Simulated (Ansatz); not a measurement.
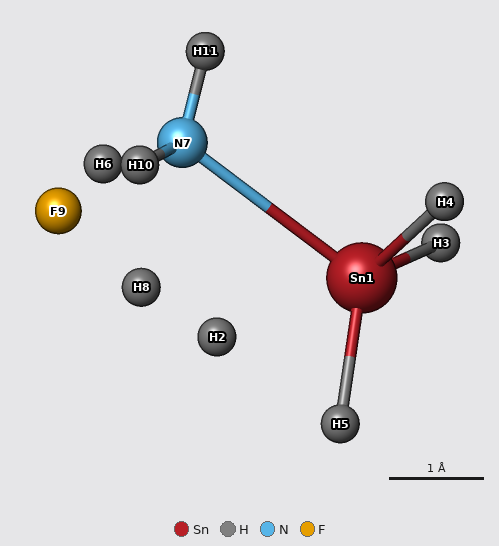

Figure 1. The starting structure (ball-and-stick view, seen at a tilt; atoms are numbered from 1 in the order of the input). Sticks mark near contacts. Bond lengths as drawn: H–N 1.01 Å, H–Sn 1.69 to 1.73 Å and N–Sn 2.45 Å.

# SnNH$_{8}$F: geometry relaxation (part 1 of 2)

The run: geometry relaxation of SnNH$_{8}$F. Method and program: RKS PBE-D4/def2-SVP (Ansatz 0.2.0).

The input holds or restrains some coordinates. It belongs to a series of runs on one base structure; here: pulled along the bonds that form and break, towards end A. Figures and captions count atoms from 1; the log counts them from 0 in places.

Output
```
The last accepted step is kept in [file] (removed where the run ends without a failure and the disk answers)
Engine: ansatz 0.2.0, aarch64-unknown-linux-gnu
Functional definition: PBE
  parameter kappa = 0.804
  parameter beta = 0.06672455060314922
  exchange = pbe_x(kappa = kappa, mu = beta*pi^2/3)
  correlation = pbe_c(beta = beta)
1075 factors; their error is unknown
mean field evaluation 1: about -10150.1540 eV, gradient 6.2e1 eV
mean field evaluation 2: about -10118.1270 eV, gradient 1.2e2 eV
mean field evaluation 4: about -10157.7779 eV, gradient 1.2e1 eV
mean field evaluation 8: about -10158.0275 eV, gradient 1.6e-1 eV
mean field evaluation 16: about -10157.9949 eV, gradient 1.1e-4 eV
mean field -10157.99485573 eV, -373.2994256117 hartree, gradient 1.8e-5 eV, S^2 0.000000; 0 other end points of the search recorded, 0 dependent functions left out
the calculation of the forces begins
reference -10157.99489737 eV, -373.2994271421 hartree; 23, 23 occupied and 71, 71 virtual orbitals, 1075 factors
relax step   1: F+E_penalty+E_count = -10158.17738970 eV  Δ(F+E_penalty+E_count) = +0.000e0 eV  max|allowed force component| = 2.049e0 eV/Å  E_restraint = 48.62304586 eV  max|allowed force component, restraints' pulls added| = 3.544e1 eV/Å  Δτ_max = 0.0000 Å  (27 SCF iters, accepted)
  distance Sn 0 - N 6 = 2.4517 Å
  distance H 5 - F 8 = 1.2049 Å
  distance H 7 - H 1 = 0.9796 Å
  distance Sn 0 - H 1 = 2.2454 Å
  distance H 5 - N 6 = 1.3356 Å
  distance H 7 - F 8 = 1.2114 Å
these checks for a lower state are left out or cut short: starts, cluster_reference, orbital_swaps, neighbouring_geometries, increment
1075 factors; their error is unknown
mean field -10157.89390323 eV, -373.2957156759 hartree, gradient 1.7e-5 eV, S^2 0.000000; 0 other end points of the search recorded, 0 dependent functions left out
[... from here on the field's lines of each further geometry are left out, up to the last ...]
relax step   2: F+E_penalty+E_count = -10158.05784618 eV  Δ(F+E_penalty+E_count) = +1.195e-1 eV  max|allowed force component| = 2.631e0 eV/Å  E_restraint = 23.33515980 eV  max|allowed force component, restraints' pulls added| = 2.446e1 eV/Å  Δτ_max = 0.1949 Å  (34 SCF iters, accepted)
relax step   3: F+E_penalty+E_count = -10157.57386055 eV  Δ(F+E_penalty+E_count) = +4.840e-1 eV  max|allowed force component| = 3.828e0 eV/Å  E_restraint = 5.97361843 eV  max|allowed force component, restraints' pulls added| = 1.141e1 eV/Å  Δτ_max = 0.1971 Å  (32 SCF iters, accepted)
relax step   4: F+E_penalty+E_count = -10157.57581957 eV  Δ(F+E_penalty+E_count) = -1.959e-3 eV  max|allowed force component| = 2.810e0 eV/Å  E_restraint = 0.76268604 eV  max|allowed force component, restraints' pulls added| = 5.023e0 eV/Å  Δτ_max = 0.1953 Å  (34 SCF iters, accepted)
relax step   5: F+E_penalty+E_count = -10158.17789037 eV  Δ(F+E_penalty+E_count) = -6.021e-1 eV  max|allowed force component| = 1.308e0 eV/Å  E_restraint = 0.03318319 eV  max|allowed force component, restraints' pulls added| = 6.829e-1 eV/Å  Δτ_max = 0.1945 Å  (33 SCF iters, accepted)
relax step   6: F+E_penalty+E_count = -10158.62665759 eV  Δ(F+E_penalty+E_count) = -4.488e-1 eV  max|allowed force component| = 9.347e-1 eV/Å  E_restraint = 0.03024166 eV  max|allowed force component, restraints' pulls added| = 6.184e-1 eV/Å  Δτ_max = 0.2000 Å  (32 SCF iters, accepted)
relax step   7: F+E_penalty+E_count = -10158.86743849 eV  Δ(F+E_penalty+E_count) = -2.408e-1 eV  max|allowed force component| = 9.764e-1 eV/Å  E_restraint = 0.02774272 eV  max|allowed force component, restraints' pulls added| = 3.167e-1 eV/Å  Δτ_max = 0.2000 Å  (27 SCF iters, accepted)
relax step   8: F+E_penalty+E_count = -10158.93837134 eV  Δ(F+E_penalty+E_count) = -7.093e-2 eV  max|allowed force component| = 9.690e-1 eV/Å  E_restraint = 0.02628986 eV  max|allowed force component, restraints' pulls added| = 1.932e-1 eV/Å  Δτ_max = 0.1999 Å  (27 SCF iters, accepted)
relax step   9: F+E_penalty+E_count = -10158.94689382 eV  Δ(F+E_penalty+E_count) = -8.522e-3 eV  max|allowed force component| = 9.153e-1 eV/Å  E_restraint = 0.03066210 eV  max|allowed force component, restraints' pulls added| = 3.799e-1 eV/Å  Δτ_max = 0.1577 Å  (27 SCF iters, accepted)
relax step  10: F+E_penalty+E_count = -10158.95213059 eV  Δ(F+E_penalty+E_count) = -5.237e-3 eV  max|allowed force component| = 9.278e-1 eV/Å  E_restraint = 0.02889649 eV  max|allowed force component, restraints' pulls added| = 2.552e-1 eV/Å  Δτ_max = 0.0994 Å  (28 SCF iters, accepted)
the calculation of the forces begins
reference -10158.83633724 eV, -373.3303494871 hartree; 23, 23 occupied and 71, 71 virtual orbitals, 1075 factors
relax step  11: F+E_penalty+E_count = -10158.97679355 eV  Δ(F+E_penalty+E_count) = -2.466e-2 eV  max|allowed force component| = 9.477e-1 eV/Å  E_restraint = 0.02628889 eV  max|allowed force component, restraints' pulls added| = 1.347e-1 eV/Å  Δτ_max = 0.2000 Å  (27 SCF iters, accepted)
  distance Sn 0 - N 6 = 3.4137 Å
  distance H 5 - F 8 = 2.1779 Å
  distance H 7 - H 1 = 1.9216 Å
  distance Sn 0 - H 1 = 1.7104 Å
  distance H 5 - N 6 = 1.0241 Å
  distance H 7 - F 8 = 0.9179 Å
1075 factors; their error is unknown
mean field evaluation 96: about -10150.7911 eV, gradient 6.4e1 eV
```

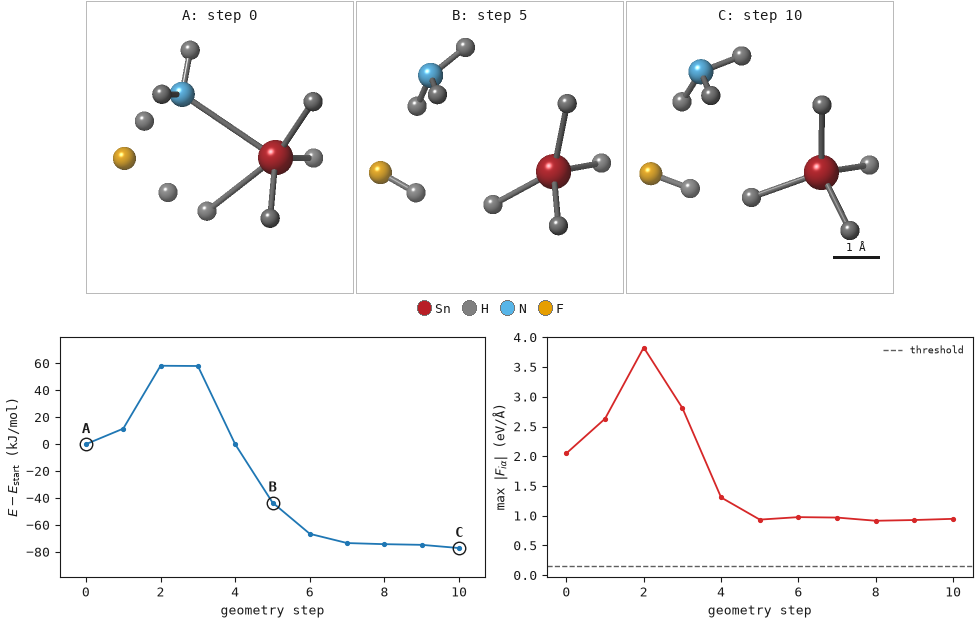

Figure 2. Frames of the restrained relaxation (ball-and-stick view, seen at a tilt) above the curves, on which the letters mark them (the first geometry is step 0 here and step 1 in the log).

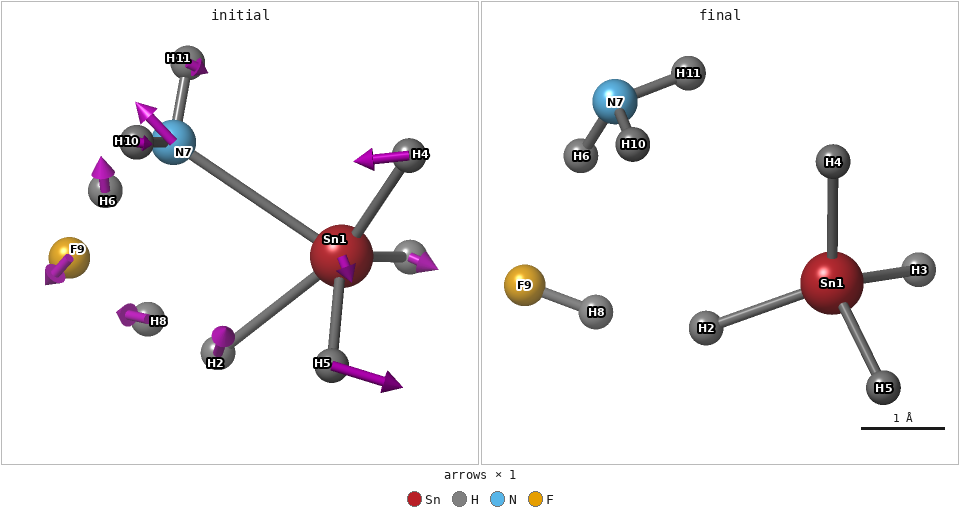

Figure 3. Before (left) and after (right) the restrained relaxation, at one scale (ball-and-stick view, seen at a tilt). The pink arrows give the displacements, at true length. The largest move after the best rigid fit is that of H5, 0.91 Å. Largest moves by element: H 0.91 Å, N 0.68 Å, F 0.57 Å, Sn 0.35 Å. Among the contacts that change: Sn1–N7 2.452 → 3.414 Å, Sn1–H2 2.245 → 1.710 Å, H6–N7 1.336 → 1.024 Å, H8–F9 1.211 → 0.918 Å. New bonds form: H6–N7 (1.34 → 1.02 Å), H8–F9 (1.21 → 0.92 Å), Sn1–H2 (2.25 → 1.71 Å). Bonds break: Sn1–N7 (2.45 → 3.41 Å). Among the angles that change: H2–Sn1–H4 164.7° → 116.7°, H2–Sn1–H3 81.4° → 107.7°, H2–Sn1–H5 83.4° → 106.2°. After 10 geometry steps the energy has fallen by 77.1 kJ/mol. Largest force component: 2 eV/Å at the start, 0.95 eV/Å at the end. (Atoms are counted from 1 in the order of the input.)

```
mean field -10158.83629561 eV, -373.3303479572 hartree, gradient 1.1e-5 eV, S^2 0.000000; 1 other end points of the search recorded, 0 dependent functions left out
the calculation of the forces begins
reference -10158.83633724 eV, -373.3303494871 hartree; 23, 23 occupied and 71, 71 virtual orbitals, 1075 factors
Total energy: -10158.97683518 eV, -373.3355126912 hartree
Atom 0 at    -0.869525    -0.441492    -1.340511 Å, force    -0.193829    -0.212744    -0.467036 eV/Å
Atom 1 at     0.438442     0.600417    -0.981418 Å, force     0.198816     0.161344     0.073421 eV/Å
Atom 2 at    -0.214320    -1.909989    -1.976196 Å, force     0.024401     0.017384     0.066875 eV/Å
Atom 3 at    -1.931038    -0.817863    -0.049652 Å, force    -0.046226     0.029318     0.006501 eV/Å
Atom 4 at    -1.771020     0.331592    -2.595342 Å, force    -0.016598     0.005644    -0.022198 eV/Å
Atom 5 at     0.789161     0.440928     1.560982 Å, force     0.122393     0.053021    -0.057556 eV/Å
Atom 6 at    -0.113131     0.136458     1.937778 Å, force    -0.057343     0.058990     0.391469 eV/Å
Atom 7 at     2.204790     0.710578    -0.232919 Å, force    -0.523277    -0.460389    -0.947744 eV/Å
Atom 8 at     2.586216     1.085603     0.512974 Å, force     0.398290     0.426822     0.915458 eV/Å
Atom 9 at    -0.850740     0.701185     1.501724 Å, force     0.088755    -0.042972     0.032790 eV/Å
Atom 10 at    -0.268935    -0.837417     1.662579 Å, force     0.004619    -0.036419     0.008020 eV/Å
Dipole moment:    -0.162898    -0.167921    -0.527169 e Å
```

Trajectory as extended XYZ (Å, eV, eV/Å), 11 frames, from step=1 to step=11
```
11
Properties=species:S:1:pos:R:3:forces:R:3 step=1 energy=-10158.17739
Sn   -0.8766   -0.5348   -1.0050    0.6561   0.5064   1.5393
H     1.0955    0.5107   -1.2495    0.0280   0.0321   0.1332
H     0.0083   -1.8178   -1.6697    0.2428  -0.2406  -0.2382
H    -2.2915   -1.2953   -0.3693   -0.2849  -0.1328   0.2184
H    -1.4671    0.7950   -1.8751   -0.0385   0.2922  -0.2789
H     1.0456    0.5232    1.1591   -1.4064  -0.5101  -0.3266
N    -0.2107    0.0840    1.2719    2.0490   0.3606  -1.9695
H     1.6515    0.7200   -0.4706   -0.7239  -0.2924  -0.6975
F     2.0803    0.8748    0.6517    0.3973   0.1534   0.8602
H    -0.7811    0.8308    1.6393   -0.6736   0.5716   0.2722
H    -0.2543   -0.6906    1.9172   -0.2460  -0.7403   0.4874
11
Properties=species:S:1:pos:R:3:forces:R:3 step=2 energy=-10158.05785
Sn   -0.8455   -0.5341   -1.1499    0.4269   0.5543   2.1287
H     0.9418    0.4412   -1.3471    0.0052   0.0182   0.7516
H     0.0130   -1.8234   -1.6746    0.4796  -1.1840  -0.8094
H    -2.2898   -1.2943   -0.3700    0.4573   0.2745   0.0728
H    -1.4687    0.8007   -1.8806   -0.6204   0.7940  -0.8938
H     0.9332    0.4855    1.2111   -2.1261  -0.6688   0.6675
N    -0.1421    0.1280    1.3894    2.1325   0.3349  -2.6314
H     1.7273    0.7481   -0.3595    0.0958  -0.0200   0.5872
F     2.1796    0.9086    0.5988   -0.1387  -0.0479  -1.2212
H    -0.7913    0.8412    1.6503   -0.6525   0.8464   0.5072
H    -0.2576   -0.7014    1.9322   -0.0595  -0.9017   0.8408
11
Properties=species:S:1:pos:R:3:forces:R:3 step=3 energy=-10157.57386
Sn   -0.8260   -0.5338   -1.2980   -0.1486   0.1788   2.2368
H     0.7784    0.3619   -1.4237    0.1525   0.1487   0.8055
H     0.0205   -1.8513   -1.6934    0.4524  -1.7124  -1.1312
H    -2.2745   -1.2854   -0.3694    0.9389   0.5324  -0.1049
H    -1.4860    0.8174   -1.9015   -1.1013   1.0426  -1.3027
H     0.7826    0.4381    1.3082    3.8279   1.2330  -0.4940
N    -0.1001    0.1625    1.5202   -3.6375  -1.1936  -0.7594
H     1.8524    0.7986   -0.2477   -2.1494  -0.7634  -3.5499
F     2.3174    0.9552    0.4931    2.2309   0.7596   3.2515
H    -0.8043    0.8551    1.6617   -0.5086   0.6729   0.3589
H    -0.2605   -0.7182    1.9504   -0.0571  -0.8986   0.6893
```
